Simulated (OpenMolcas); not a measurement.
# C4H10S: single-point calculation (part 2 of 2)

C4H10S; HF/3-21G, RHF (OpenMolcas 26.06). A bond length was changed on purpose from its optimised value.

Geometry of the input (Å):
```
C  -1.1176  -0.7649  0.7551
C  0.1707  -0.1131  0.2748
C  1.2023  -1.1657  -0.1070
C  -0.0638  0.8181  -0.9081
S  -1.1400  2.2043  -0.4318
H  -1.8606  -0.0258  1.0610
H  -1.5609  -1.3715  -0.0411
H  -0.9244  -1.4210  1.6070
H  0.6430  0.5803  1.2171
H  2.1459  -0.7101  -0.4175
H  0.8389  -1.7838  -0.9340
H  1.4104  -1.8296  0.7353
H  0.8895  1.2208  -1.2550
H  -0.5269  0.2641  -1.7294
H  -1.0426  2.8822  -1.5853
```

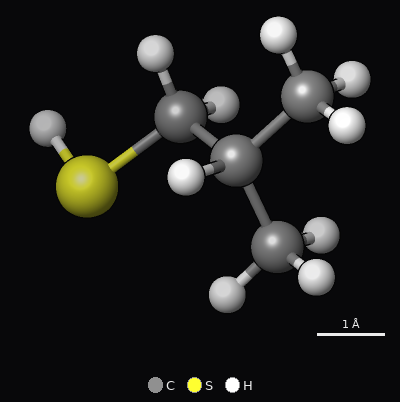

**Figure 1.** The structure as given in the input (ball-and-stick view, seen at a tilt).

### The program's output, continued
```
      SCF Algorithm: Conventional
      Minimized density differences are used
      Number of density matrices in core                 5
      Maximum number of NDDO SCF iterations            400
      Maximum number of HF SCF iterations              400
      Threshold for SCF energy change             1.00E-10
      Threshold for density matrix                1.00E-07
      Threshold for Fock matrix                   1.00E-07
      Threshold for linear dependence             1.00E-09
      Threshold at which DIIS is turned on        1.50E-01
      Maximum depth in the DIIS procedure                5
      Maximum depth in the BFGS Hessian update          30
      Threshold at which QNR/C2DIIS is turned on  7.50E-02
      Threshold for Norm(delta) (QNR/C2DIIS)      1.00E-05
      All orbitals punched on: SCFORB
--

      Input vectors read from INPORB
      Orbital file label: *Guess orbitals

++ Convergence information
                                   SCF        iterations: Energy and convergence statistics

Iter     Tot. SCF        One-elec.       Two-elec.     Energy      Max Dij or  Max Fij      DNorm      TNorm      AccCon     Time
         Energy          Energy          Energy        Change      Delta Norm                                                in Sec.
   1  -551.663541910 -1217.802386808   431.244825172   0.00E+00    1.61E-01*   1.19E-01*    8.25E+00   1.53E+02   None         0.
   2  -551.936655081 -1225.640261917   438.809587111  -2.73E-01*   5.24E-02*   3.33E-02*    2.58E+00   1.55E+02   EDIIS        0.
   3  -551.963137172 -1222.678871226   435.821714328  -2.65E-02*   1.77E-02*   9.20E-03*    6.31E-01   1.54E+02   c2DIIS       0.
   4  -551.969140159 -1223.681100017   436.817940132  -6.00E-03*   1.08E-02*   2.55E-03*    1.24E-01   1.54E+02   QNRc2DIIS    0.
   5  -551.969395282 -1223.596257233   436.732842225  -2.55E-04*   5.66E-03*   1.44E-03*    2.33E-02   1.54E+02   QNRc2DIIS    0.
   6  -551.969442093 -1223.631015259   436.767553440  -4.68E-05*   6.83E-04*   2.25E-04*    9.37E-03   1.54E+02   QNRc2DIIS    0.
   7  -551.969443493 -1223.626223767   436.762760548  -1.40E-06*   3.84E-04*   5.99E-05*    1.60E-03   1.54E+02   QNRc2DIIS    0.
   8  -551.969443679 -1223.626366584   436.762903179  -1.86E-07*   3.60E-05*   6.51E-06*    6.10E-04   1.54E+02   QNRc2DIIS    0.
   9  -551.969443682 -1223.626360071   436.762896663  -2.95E-09*   1.12E-05*   2.75E-06*    1.13E-04   1.54E+02   QNRc2DIIS    0.
  10  -551.969443682 -1223.626361264   436.762897856  -2.86E-10*   2.56E-06    7.74E-07*    2.82E-05   1.54E+02   QNRc2DIIS    0.
  11  -551.969443682 -1223.626395946   436.762932537  -1.21E-11    7.70E-07    2.52E-07*    1.08E-04   1.54E+02   QNRc2DIIS    0.
  12  -551.969443682 -1223.626382641   436.762919232   2.05E-12*   2.83E-07    4.48E-08     7.72E-04   1.54E+02   QNRc2DIIS    0.
  13  -551.969443682 -1223.626384195   436.762920787  -1.14E-13    5.52E-08    1.45E-08     1.21E-02   1.54E+02   QNRc2DIIS    0.

       Convergence after  13 Iterations
--

 *****************************************************************************************************************************
 *                                             SCF/KS-DFT Program, Final results                                             *
 *                                                       Final Results                                                       *
 *****************************************************************************************************************************

::    Total SCF energy                               -551.9694436823
      One-electron energy                           -1223.6263841953
      Two-electron energy                             436.7629207871
      Nuclear repulsion energy                        234.8940197259
      Kinetic energy (interpolated)                   551.3489388048
      Virial theorem                                    1.0011254304
      Total spin, S(S+1)                                0.0000000000
      Total spin, S                                     0.0000000000
      Max non-diagonal density matrix element           0.0000000763
      Max non-diagonal Fock matrix element              0.0000000063

      All orbitals with orbital energies smaller than  E(LUMO)+0.5 are printed

++    Molecular orbitals:
      -------------------

      Title: SCF orbitals

      Molecular orbitals for symmetry species 1: a

      Basis set list:
        1 C1     1s                 15 C2     2py                29 C4     1s                 43 S5     2px                57 H9     1s
        2 C1     1s                 16 C2     2py                30 C4     1s                 44 S5     2py                58 H10    1s
        3 C1     1s                 17 C2     2pz                31 C4     2px                45 S5     2py                59 H10    1s
        4 C1     2px                18 C2     2pz                32 C4     2px                46 S5     2py                60 H11    1s
        5 C1     2px                19 C3     1s                 33 C4     2py                47 S5     2pz                61 H11    1s
        6 C1     2py                20 C3     1s                 34 C4     2py                48 S5     2pz                62 H12    1s
        7 C1     2py                21 C3     1s                 35 C4     2pz                49 S5     2pz                63 H12    1s
        8 C1     2pz                22 C3     2px                36 C4     2pz                50 H6     1s                 64 H13    1s
        9 C1     2pz                23 C3     2px                37 S5     1s                 51 H6     1s                 65 H13    1s
       10 C2     1s                 24 C3     2py                38 S5     1s                 52 H7     1s                 66 H14    1s
       11 C2     1s                 25 C3     2py                39 S5     1s                 53 H7     1s                 67 H14    1s
       12 C2     1s                 26 C3     2pz                40 S5     1s                 54 H8     1s                 68 H15    1s
       13 C2     2px                27 C3     2pz                41 S5     2px                55 H8     1s                 69 H15    1s
       14 C2     2px                28 C4     1s                 42 S5     2px                56 H9     1s

  Index Energy  Occupation Coefficients ...

    1  -91.3012    2.0000         37 S5     1s     ( 0.986),

    2  -11.2074    2.0000         28 C4     1s     ( 0.988),

    3  -11.2009    2.0000         10 C2     1s     (-0.988),

    4  -11.1631    2.0000         19 C3     1s     ( 0.987),

    5  -11.1567    2.0000          1 C1     1s     ( 0.987),

    6   -8.9012    2.0000         38 S5     1s     ( 0.988),

    7   -6.5766    2.0000         44 S5     2py    ( 0.797),    47 S5     2pz    (-0.486),

    8   -6.5745    2.0000         41 S5     2px    (-0.521),    47 S5     2pz    ( 0.768),

    9   -6.5713    2.0000         41 S5     2px    ( 0.777),    44 S5     2py    ( 0.475),

   10   -1.1148    2.0000         12 C2     1s     ( 0.353),    30 C4     1s     ( 0.319),

   11   -1.0161    2.0000          3 C1     1s     (-0.192),    12 C2     1s     (-0.209),    21 C3     1s     (-0.253),    30 C4     1s     ( 0.332),
                                  38 S5     1s     (-0.266),    39 S5     1s     ( 0.329),    40 S5     1s     ( 0.253),

   12   -0.9396    2.0000          3 C1     1s     (-0.490),    21 C3     1s     ( 0.424),

   13   -0.8782    2.0000         21 C3     1s     ( 0.287),    30 C4     1s     (-0.379),    38 S5     1s     (-0.257),    39 S5     1s     ( 0.308),
                                  40 S5     1s     ( 0.350),

   14   -0.7584    2.0000         12 C2     1s     (-0.545),    30 C4     1s     ( 0.319),

   15   -0.6458    2.0000          3 C1     1s     ( 0.100),     8 C1     2pz    ( 0.157),     9 C1     2pz    ( 0.103),    13 C2     2px    ( 0.110),
                                  14 C2     2px    ( 0.092),    15 C2     2py    ( 0.101),    17 C2     2pz    ( 0.103),    18 C2     2pz    ( 0.098),
                                  22 C3     2px    ( 0.126),    31 C4     2px    ( 0.182),    32 C4     2px    ( 0.151),    33 C4     2py    ( 0.163),
                                  34 C4     2py    ( 0.130),    64 H13    1s     ( 0.147),    65 H13    1s     ( 0.107),    66 H14    1s     (-0.108),

   16   -0.6213    2.0000          4 C1     2px    ( 0.126),     5 C1     2px    ( 0.091),     6 C1     2py    (-0.154),     7 C1     2py    (-0.118),
                                  12 C2     1s     ( 0.119),    13 C2     2px    ( 0.084),    15 C2     2py    (-0.166),    16 C2     2py    (-0.130),
                                  21 C3     1s     (-0.113),    22 C3     2px    (-0.149),    23 C3     2px    (-0.095),    26 C3     2pz    ( 0.090),
                                  31 C4     2px    ( 0.095),    32 C4     2px    ( 0.098),    35 C4     2pz    (-0.167),    36 C4     2pz    (-0.156),
                                  45 S5     2py    ( 0.141),    48 S5     2pz    (-0.129),    50 H6     1s     (-0.124),    51 H6     1s     (-0.099),
                                  54 H8     1s     ( 0.091),    58 H10    1s     (-0.097),    64 H13    1s     ( 0.094),    68 H15    1s     ( 0.105),
                                  69 H15    1s     ( 0.121),

   17   -0.5973    2.0000          4 C1     2px    (-0.120),    17 C2     2pz    (-0.155),    18 C2     2pz    (-0.138),    24 C3     2py    ( 0.158),
                                  25 C3     2py    ( 0.117),    26 C3     2pz    (-0.189),    27 C3     2pz    (-0.149),    30 C4     1s     (-0.164),
                                  31 C4     2px    ( 0.158),    32 C4     2px    ( 0.151),    45 S5     2py    ( 0.151),    52 H7     1s     ( 0.106),
                                  62 H12    1s     (-0.173),    63 H12    1s     (-0.150),

   18   -0.5634    2.0000         22 C3     2px    ( 0.145),    23 C3     2px    ( 0.126),    24 C3     2py    ( 0.187),    25 C3     2py    ( 0.148),
                                  31 C4     2px    (-0.112),    32 C4     2px    (-0.103),    33 C4     2py    (-0.152),    34 C4     2py    (-0.161),
                                  35 C4     2pz    (-0.142),    36 C4     2pz    (-0.151),    42 S5     2px    (-0.116),    48 S5     2pz    (-0.111),
                                  58 H10    1s     ( 0.139),    59 H10    1s     ( 0.124),    60 H11    1s     (-0.129),    61 H11    1s     (-0.117),
                                  66 H14    1s     ( 0.155),    67 H14    1s     ( 0.124),    69 H15    1s     ( 0.105),

   19   -0.5404    2.0000          6 C1     2py    (-0.155),     7 C1     2py    (-0.129),     8 C1     2pz    (-0.214),     9 C1     2pz    (-0.191),
                                  26 C3     2pz    ( 0.214),    27 C3     2pz    ( 0.186),    52 H7     1s     ( 0.195),    53 H7     1s     ( 0.181),
                                  60 H11    1s     (-0.175),    61 H11    1s     (-0.162),

   20   -0.5251    2.0000          6 C1     2py    ( 0.223),     7 C1     2py    ( 0.197),     8 C1     2pz    (-0.155),     9 C1     2pz    (-0.138),
                                  31 C4     2px    ( 0.126),    32 C4     2px    ( 0.145),    45 S5     2py    ( 0.152),    48 S5     2pz    (-0.130),
                                  50 H6     1s     ( 0.122),    54 H8     1s     (-0.196),    55 H8     1s     (-0.181),    68 H15    1s     ( 0.116),
                                  69 H15    1s     ( 0.160),

   21   -0.4883    2.0000          4 C1     2px    ( 0.214),     5 C1     2px    ( 0.185),     8 C1     2pz    (-0.119),    13 C2     2px    (-0.223),
                                  14 C2     2px    (-0.190),    17 C2     2pz    ( 0.126),    22 C3     2px    ( 0.210),    23 C3     2px    ( 0.193),
                                  26 C3     2pz    (-0.129),    27 C3     2pz    (-0.118),    40 S5     1s     (-0.182),    48 S5     2pz    (-0.143),
                                  50 H6     1s     (-0.138),    51 H6     1s     (-0.141),    58 H10    1s     ( 0.153),    59 H10    1s     ( 0.163),

   22   -0.4700    2.0000          6 C1     2py    (-0.121),     7 C1     2py    (-0.128),    15 C2     2py    ( 0.238),    16 C2     2py    ( 0.214),
                                  17 C2     2pz    (-0.137),    24 C3     2py    (-0.168),    25 C3     2py    (-0.160),    33 C4     2py    (-0.194),
                                  34 C4     2py    (-0.213),    35 C4     2pz    ( 0.179),    36 C4     2pz    ( 0.149),    45 S5     2py    ( 0.154),
                                  48 S5     2pz    (-0.121),    55 H8     1s     ( 0.127),    62 H12    1s     ( 0.120),    63 H12    1s     ( 0.133),
                                  68 H15    1s     ( 0.127),    69 H15    1s     ( 0.180),

   23   -0.4500    2.0000          4 C1     2px    (-0.159),     5 C1     2px    (-0.133),    13 C2     2px    ( 0.180),    14 C2     2px    ( 0.194),
                                  16 C2     2py    ( 0.137),    17 C2     2pz    ( 0.136),    18 C2     2pz    ( 0.147),    31 C4     2px    (-0.127),
                                  32 C4     2px    (-0.150),    40 S5     1s     (-0.178),    48 S5     2pz    (-0.173),    49 S5     2pz    (-0.123),
                                  53 H7     1s     ( 0.139),    56 H9     1s     ( 0.181),    57 H9     1s     ( 0.234),    61 H11    1s     ( 0.130),

   24   -0.4332    2.0000         18 C2     2pz    ( 0.175),    34 C4     2py    (-0.163),    40 S5     1s     ( 0.294),    42 S5     2px    (-0.198),
                                  45 S5     2py    ( 0.150),    48 S5     2pz    ( 0.255),    49 S5     2pz    ( 0.189),    57 H9     1s     ( 0.177),

   25   -0.3556    2.0000         42 S5     2px    ( 0.439),    43 S5     2px    ( 0.463),    45 S5     2py    ( 0.259),    46 S5     2py    ( 0.275),

   26    0.1914    0.0000         30 C4     1s     (-0.932),    46 S5     2py    (-0.842),    69 H15    1s     ( 1.008),

   27    0.2333    0.0000         21 C3     1s     ( 0.708),    30 C4     1s     ( 0.760),    40 S5     1s     (-1.219),    49 S5     2pz    ( 0.898),
                                  69 H15    1s     ( 1.225),

   28    0.2660    0.0000         30 C4     1s     (-0.632),    32 C4     2px    ( 0.594),    57 H9     1s     (-1.067),    67 H14    1s     ( 0.809),

   29    0.2725    0.0000          3 C1     1s     (-0.830),    21 C3     1s     (-1.029),    36 C4     2pz    ( 0.739),    46 S5     2py    ( 0.539),
                                  53 H7     1s     ( 0.596),    55 H8     1s     ( 0.546),    59 H10    1s     ( 0.688),    61 H11    1s     ( 0.773),
                                  65 H13    1s     ( 0.670),    67 H14    1s     ( 0.645),

   30    0.3158    0.0000          3 C1     1s     (-1.014),    30 C4     1s     ( 1.335),    63 H12    1s     ( 0.763),    65 H13    1s     (-1.405),

   31    0.3203    0.0000          7 C1     2py    ( 0.679),    21 C3     1s     ( 0.753),    51 H6     1s     (-0.745),    55 H8     1s     ( 1.170),
                                  59 H10    1s     (-0.985),    63 H12    1s     ( 0.596),

   32    0.3360    0.0000         21 C3     1s     ( 1.419),    30 C4     1s     (-0.789),    57 H9     1s     ( 0.823),    67 H14    1s     ( 1.335),

   33    0.3434    0.0000          3 C1     1s     ( 1.790),    21 C3     1s     (-0.910),    53 H7     1s     (-1.329),

   34    0.3522    0.0000          9 C1     2pz    ( 0.589),    12 C2     1s     (-0.802),    23 C3     2px    ( 0.643),    27 C3     2pz    ( 0.736),
                                  30 C4     1s     ( 0.573),    51 H6     1s     (-0.717),    53 H7     1s     ( 0.580),    57 H9     1s     ( 0.565),
                                  59 H10    1s     (-0.691),    61 H11    1s     ( 1.071),    63 H12    1s     (-0.693),    67 H14    1s     (-0.691),

   35    0.3744    0.0000          3 C1     1s     (-0.851),     9 C1     2pz    (-0.928),    12 C2     1s     ( 0.649),    23 C3     2px    ( 0.636),
                                  27 C3     2pz    ( 0.685),    51 H6     1s     ( 0.799),    53 H7     1s     (-0.701),    55 H8     1s     ( 1.129),
                                  61 H11    1s     ( 0.685),    63 H12    1s     (-1.086),

   36    0.3996    0.0000          7 C1     2py    (-0.807),    23 C3     2px    ( 0.692),    30 C4     1s     (-0.704),    32 C4     2px    (-0.641),
                                  51 H6     1s     ( 1.229),    55 H8     1s     (-0.824),    59 H10    1s     (-1.143),    65 H13    1s     ( 0.987),

   37    0.4206    0.0000         12 C2     1s     (-2.423),    18 C2     2pz    ( 1.292),    30 C4     1s     ( 1.497),

   38    0.4382    0.0000          5 C1     2px    (-1.138),    12 C2     1s     ( 1.498),    16 C2     2py    (-1.847),    21 C3     1s     (-1.122),
                                  23 C3     2px    ( 0.970),

   39    0.4562    0.0000          5 C1     2px    (-1.002),     7 C1     2py    (-1.006),    14 C2     2px    (-1.858),    18 C2     2pz    ( 1.023),
                                  25 C3     2py    ( 1.186),

--

++    Molecular charges:
      ------------------

      Mulliken charges per centre and basis function type
      ---------------------------------------------------

                C1      C2      C3      C4      S5      H6      H7      H8      H9      H10     H11     H12
      1s       3.4531  3.4529  3.4495  3.5162  5.8525  0.7681  0.8050  0.7960  0.8257  0.7980  0.8030  0.7916
      2px      0.9533  0.9351  0.9983  1.1045  3.6425  0.0000  0.0000  0.0000  0.0000  0.0000  0.0000  0.0000
      2pz      1.0781  0.9583  1.0925  1.0546  3.3132  0.0000  0.0000  0.0000  0.0000  0.0000  0.0000  0.0000
      2py      1.0695  0.9360  0.9987  0.9975  3.1106  0.0000  0.0000  0.0000  0.0000  0.0000  0.0000  0.0000
      Total    6.5540  6.2823  6.5390  6.6728 15.9189  0.7681  0.8050  0.7960  0.8257  0.7980  0.8030  0.7916

      N-E     -0.5540 -0.2823 -0.5390 -0.6728  0.0811  0.2319  0.1950  0.2040  0.1743  0.2020  0.1970  0.2084

                H13     H14     H15
      1s       0.7517  0.7582  0.9357
      2px      0.0000  0.0000  0.0000
      2pz      0.0000  0.0000  0.0000
      2py      0.0000  0.0000  0.0000
      Total    0.7517  0.7582  0.9357

      N-E      0.2483  0.2418  0.0643

      Total electronic charge=   50.000000

      Total            charge=   -0.000000
--

++    Molecular properties:
      ---------------------

      Charge (e):
                      =   -0.0000
      Dipole Moment (debye):
      Origin of the operator (angstrom)=   -0.3791    0.5947   -0.1664
                   X=  1.1457E+00               Y= -1.1087E+00               Z= -1.2985E+00           Total=  2.0562E+00
      Quadrupole Moment (debye*angstrom):
      Origin of the operator (angstrom)=   -0.3791    0.5947   -0.1664
                  XX= -4.3516E+01              XY=  8.0442E-01              XZ=  1.6995E-01              YY= -4.2468E+01
                  YZ= -2.9981E+00              ZZ= -4.0021E+01
      In traceless form (debye*angstrom)
                  XX= -2.2715E+00              XY=  1.2066E+00              XZ=  2.5493E-01              YY= -6.9943E-01
                  YZ= -4.4971E+00              ZZ=  2.9710E+00
--

--- Stop Module: scf /rc=_RC_ALL_IS_WELL_ ---
--- Module scf spent 1 second ---

.##################.
.# Happy landing! #.
.##################.

    Timing: Wall=3.45 User=2.42 System=0.81
```

### Results in brief

| quantity | value |
| --- | --- |
| outcome | converged |
| total energy | −551.969444 hartree |
| basis functions | 69 |
| HOMO | −9.68 eV |
| LUMO | 5.21 eV |
| dipole moment | 2.06 debye |
| hardware | 1 thread of Arm Neoverse V1, 24 GiB of memory available, shared host |
| wall time | 3.9 s |
| peak memory | 0.41 GiB |
